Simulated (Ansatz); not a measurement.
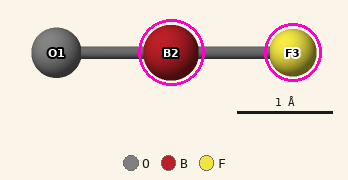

Energy scan for BOF, in which the B2–F3 distance is varied, with the rest of the molecule carried along rigidly. The picture shows the minimum geometry. The ringed atoms are those of the scanned coordinate. A ball-and-stick model, seen face on.

Computed with Ansatz: CCSD(T), basis def2-TZVPP, on geometries moved rigidly from the minimum at PBE0-D4/def2-TZVP. Coupled cluster with a frozen core. Energies are counted from the PBE0-D4/def2-TZVP minimum geometry at the same level.

```xyz
3

O     0.9831   -0.5651    0.4799
B     0.0203   -0.0116    0.0099
F    -1.0034    0.5768   -0.4898
```

What energies does the calculation give (the distance: 1.128, 1.173, 1.238, 1.282, 1.315, 1.399, 1.490, 1.587, 1.689, 1.795 Å)?

Answer.
```
distance (Å)  ΔE (kcal/mol)
       1.128           22.5
       1.173           10.6
       1.238            1.8
       1.282            0.0
       1.315            0.3
       1.399            5.8
       1.490           16.5
       1.587           30.7
       1.689           46.8
       1.795           63.5
```

The lowest computed point lies at the distance 1.282 Å (0.0 kcal/mol). The curvature at the lowest point is about 57 eV/Å² (9.2 mdyn/Å). The well is steeper on the short side, as for any bond.

The computed profile:

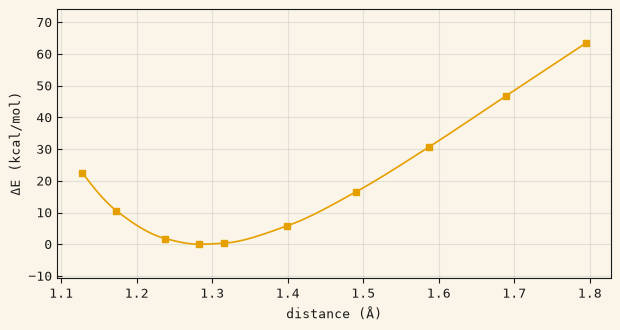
